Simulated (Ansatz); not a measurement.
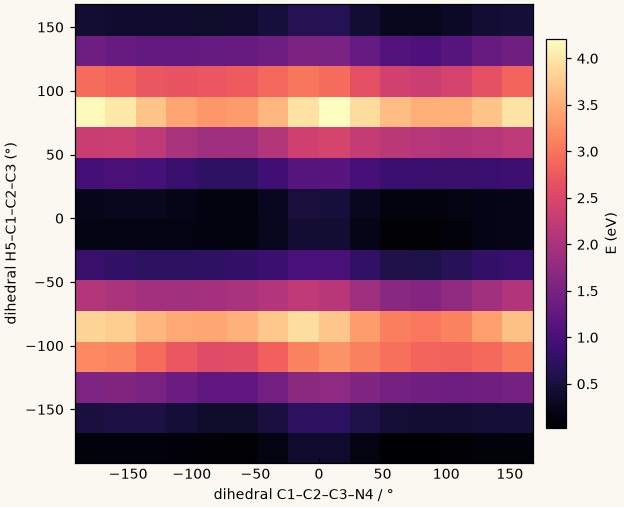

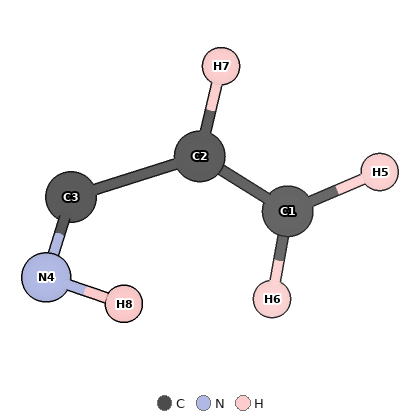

Energy landscape of C3H4N, charge −1. The first coordinate is: dihedral C1–C2–C3–N4; the second: dihedral H5–C1–C2–C3. Nothing is relaxed (all other coordinates rigid). The grid has 15 × 15 points. Points are written as (first, second). Energies are in eV, from the relaxed molecule at the same level. Energies and slopes of some neighbouring points disagree (a jump in structure or state, or too coarse a mesh). The dihedral twists a double bond; near 90° a spin-restricted reference is unreliable. The calculation used RHF/def2-SVPD (Ansatz).

The picture shows one coloured cell a grid point. The second picture is the structure at the lowest point.

Question: What does the map say about the system?

Answer: The lowest grid point is at (84°, −180°), 0.020 eV from the relaxed molecule at the same level. Other grid points that lie below all their neighbours: (84°, −12°) (0.028 eV higher); (−60°, −180°) (0.030 eV higher); (−180°, −180°) (0.09 eV higher). The highest grid point, (12°, 84°), lies 4.19 eV above the lowest.

The values on the grid:

| dihedral H5–C1–C2–C3 ↓, dihedral C1–C2–C3–N4 → | −180 | −156 | −132 | −108 | −84 | −60 | −36 | −12 | 12 | 36 | 60 | 84 | 108 | 132 | 156 |
| --- | --- | --- | --- | --- | --- | --- | --- | --- | --- | --- | --- | --- | --- | --- | --- |
| 156 | 0.42 | 0.38 | 0.37 | 0.37 | 0.36 | 0.37 | 0.46 | 0.63 | 0.65 | 0.42 | 0.26 | 0.24 | 0.32 | 0.42 | 0.45 |
| 132 | 1.39 | 1.31 | 1.26 | 1.26 | 1.28 | 1.31 | 1.39 | 1.54 | 1.52 | 1.28 | 1.08 | 1.05 | 1.15 | 1.30 | 1.40 |
| 108 | 2.93 | 2.84 | 2.72 | 2.68 | 2.70 | 2.77 | 2.87 | 3.01 | 2.92 | 2.61 | 2.38 | 2.32 | 2.43 | 2.64 | 2.85 |
| 84 | 4.17 | 4.01 | 3.70 | 3.42 | 3.29 | 3.34 | 3.58 | 3.96 | 4.21 | 3.91 | 3.63 | 3.50 | 3.52 | 3.69 | 3.98 |
| 60 | 2.31 | 2.32 | 2.19 | 2.00 | 1.87 | 1.89 | 2.09 | 2.37 | 2.44 | 2.28 | 2.16 | 2.10 | 2.07 | 2.10 | 2.19 |
| 36 | 0.95 | 1.00 | 0.96 | 0.85 | 0.74 | 0.75 | 0.91 | 1.15 | 1.15 | 0.98 | 0.87 | 0.84 | 0.84 | 0.85 | 0.89 |
| 12 | 0.22 | 0.25 | 0.25 | 0.20 | 0.14 | 0.14 | 0.27 | 0.48 | 0.47 | 0.27 | 0.15 | 0.14 | 0.17 | 0.19 | 0.21 |
| −12 | 0.18 | 0.16 | 0.16 | 0.16 | 0.14 | 0.14 | 0.24 | 0.43 | 0.43 | 0.21 | 0.06 | 0.05 | 0.12 | 0.18 | 0.20 |
| −36 | 0.82 | 0.76 | 0.74 | 0.74 | 0.75 | 0.78 | 0.86 | 1.01 | 1.00 | 0.76 | 0.58 | 0.57 | 0.66 | 0.79 | 0.85 |
| −60 | 2.09 | 2.00 | 1.93 | 1.92 | 1.95 | 2.00 | 2.09 | 2.21 | 2.15 | 1.87 | 1.66 | 1.62 | 1.73 | 1.92 | 2.07 |
| −84 | 3.85 | 3.78 | 3.58 | 3.45 | 3.44 | 3.53 | 3.73 | 3.93 | 3.72 | 3.35 | 3.10 | 3.03 | 3.13 | 3.38 | 3.66 |
| −108 | 3.18 | 3.13 | 2.93 | 2.70 | 2.56 | 2.59 | 2.81 | 3.12 | 3.27 | 3.11 | 2.96 | 2.86 | 2.83 | 2.89 | 3.04 |
| −132 | 1.55 | 1.59 | 1.51 | 1.36 | 1.24 | 1.25 | 1.43 | 1.68 | 1.72 | 1.56 | 1.46 | 1.41 | 1.39 | 1.40 | 1.46 |
| −156 | 0.50 | 0.54 | 0.53 | 0.45 | 0.36 | 0.35 | 0.50 | 0.73 | 0.73 | 0.55 | 0.44 | 0.42 | 0.42 | 0.44 | 0.46 |
| −180 | 0.11 | 0.12 | 0.13 | 0.10 | 0.05 | 0.05 | 0.16 | 0.37 | 0.38 | 0.17 | 0.03 | 0.02 | 0.07 | 0.11 | 0.12 |

Time for the 225 points that were run: 18 min on 1 thread of Arm Neoverse N1 (shared host).
